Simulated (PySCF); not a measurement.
CH$_{7}$NSe, SMILES `CN.[SeH2]`.

Method: B3LYP/aug-cc-pVDZ; geometry: GFN2-xTB; program: PySCF. GFN2-xTB bond lengths at metals and heavier atoms can be off by up to 0.1 Å and shapes distorted, which carries into these values.

Coordinates in Å:

```
C1      -2.3784   -0.6845   -0.0290
N2      -2.4737    0.7559    0.0836
H3      -1.4076   -1.0508   -0.4135
H4      -3.1593   -1.0366   -0.7018
H5      -2.5429   -1.1254    0.9541
H6      -2.3371    1.1884   -0.8243
H7      -1.7498    1.1115    0.7011
Se8      1.1642   -0.0046   -0.0535
H9       0.7656   -0.5343    1.2236
H10      2.4329    0.4182    0.4687
```

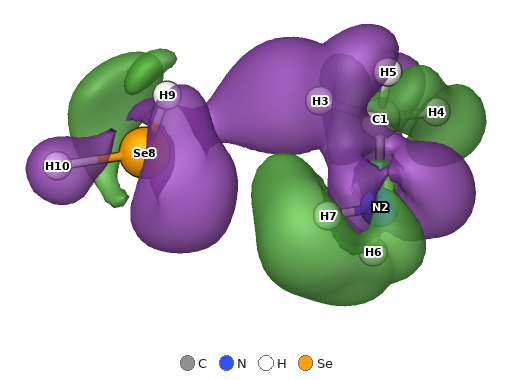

Density of the complex less the densities of the two fragments at the same geometry, ±0.0005 e/Å³ (purple: gain, green: loss). Fragment A: H5CN (atoms 1–7); fragment B: H2Se.

Q: Which way does charge flow?

A: Hirshfeld charges show almost no net transfer (under 0.005 e). 0.03 e is displaced in all, which induces a dipole of 0.06 D.

Q: What is the interaction energy, and which contacts carry it?

A: The counterpoise-corrected interaction energy of the frozen fragments is +0.9 kcal/mol without dispersion correction and −1.3 kcal/mol with D3(BJ). The pair geometry is semi-empirical, not a minimum at this level. Contacts: H3···Se8, weak C–H hydrogen bond, 2.80 Å, ρ = 0.008 a.u.; H7···Se8, 3.21 Å, ρ = 0.006 a.u. The pose is a local one from a semi-empirical search, not shown to be the most stable.
